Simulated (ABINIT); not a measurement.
Band structure of Li3Mg (Pm-3m, 4 atoms in the cell).

```yaml
crystal:
  lattice:
    - [4.30430, 0.00000, 0.00000]
    - [0.00000, 4.30430, 0.00000]
    - [0.00000, 0.00000, 4.30430]
  atoms:
    - { symbol: Li, position: [0.50000, 0.50000, 0.00000] }
    - { symbol: Li, position: [0.00000, 0.50000, 0.50000] }
    - { symbol: Li, position: [0.50000, 0.00000, 0.50000] }
    - { symbol: Mg, position: [0.00000, 0.00000, 0.00000] }
```

Level of theory: PBEsol, norm-conserving pseudopotentials (PseudoDojo nc-sr-04 PBEsol standard) (plane waves; ABINIT).

Settings: pseudos = [Li.upf, Mg.upf]; ecut = 42 Ha; occopt = 7; tsmear = 0.00367493 Ha; ngkpt = 10 10 10; nshiftk = 1; shiftk = 0 0 0; potentials = PseudoDojo nc-sr-04 PBEsol standard; kptopt = 1; nstep = 80; tolvrs1 = 1e-12; ndtset = 2; getden2 = 1.

The starting cell comes from a database of computed structures (which also holds hypothetical and non-ambient phases and stackings), without a prior relaxation at this level. Its lattice was rescaled by a random factor within 2.5 % of one.

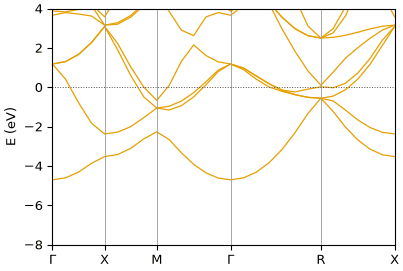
Fig. 1. Bands along the path, energies from the Fermi level.

Levels in eV from the Fermi level, bands 6 to 13:
```tsv
point	6	7	8	9	10	11	12	13
Γ	-42.60	-42.60	-4.71	1.18	1.18	1.18	3.66	3.87
X	-42.60	-42.60	-3.53	-2.37	3.09	3.09	3.15	3.15
M	-42.60	-42.60	-2.27	-1.06	-1.06	-0.67	4.84	4.84
R	-42.60	-42.60	-0.56	-0.56	-0.56	0.02	0.10	2.50
```

Bands cross the Fermi level along this path, so the cell is metallic at this level.
